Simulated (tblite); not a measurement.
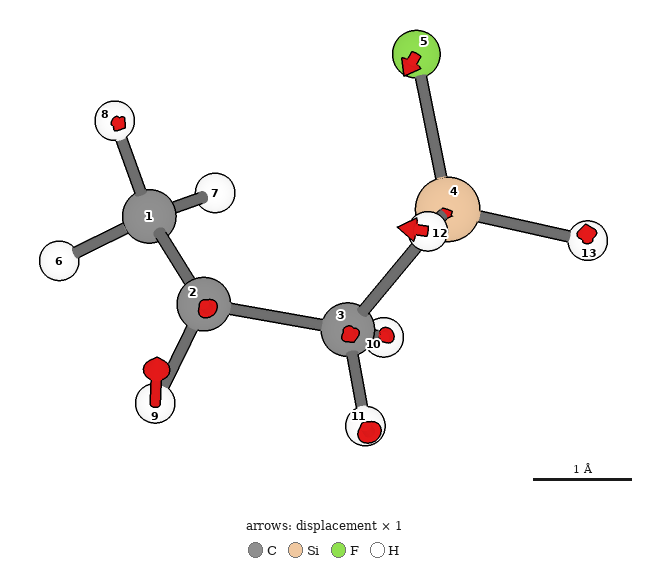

This is a relaxation of C₃H₈FSi (multiplicity 2). The starting structure is drawn; red arrows show the displacements, at their true length. The two geometries are superimposed by the best rigid fit.

The picture is a ball-and-stick view, seen at a tilt.

Computed with GFN2-xTB geometry optimisation, gas phase in tblite 0.8.0. 

> What did the optimiser do to the structure, and how much energy did it gain?

The atom that moves furthest after the best rigid fit is H9 (0.85 Å). Largest moves by element: H 0.85 Å, F 0.28 Å, C 0.26 Å, Si 0.12 Å. Near-neighbour distances that change, for instance: Si4–F5 1.680 → 1.612 Å, C2–H9 1.136 → 1.077 Å, C3–Si4 1.874 → 1.926 Å, Si4–H13 1.495 → 1.456 Å. Among the angles between lasting bonds that change: C3–C2–H9 105.5° → 118.8°, C1–C2–H9 107.8° → 118.1°, H12–Si4–H13 106.1° → 114.8°. After 70 geometry steps the energy has fallen by 80.3 kJ/mol. Cost: 0.24 s on 1 thread of Arm Neoverse V2, on a shared host.
